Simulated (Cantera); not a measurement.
Input: 1 mol Fe₂O₃, 4.5 mol H₂, 2.2 mol N₂, held at 13300 Pa.

These are equilibrium values from Cantera (NASA tables, ideal gas, pure condensed phases), not measurements of a reactor. Candidate condensed phases: Fe, FeO, Fe(OH)₂, Fe(OH)₃, Fe₂O₃, Fe₃O₄, H₂O; 27 gas species. Each liquid is taken as pure. Mutual solubility and eutectic melting of coexisting phases are not modelled. The tables' stoichiometric FeO is somewhat more stable than real wüstite, so its field is too wide. FeO: taken at fixed stoichiometry. Equilibrium is a limit: real reactors are often held back by kinetics, nucleation or transport.

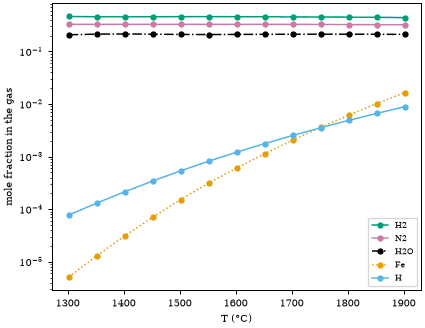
Figure. Equilibrium gas composition (values under 1e-9 drawn at 1e-9)

Q: Read off the mole fractions at 1402 °C.

A: H₂ about 0.46, N₂ about 0.33, H₂O about 0.22, H about 0.00021, Fe about 3.1e-5.
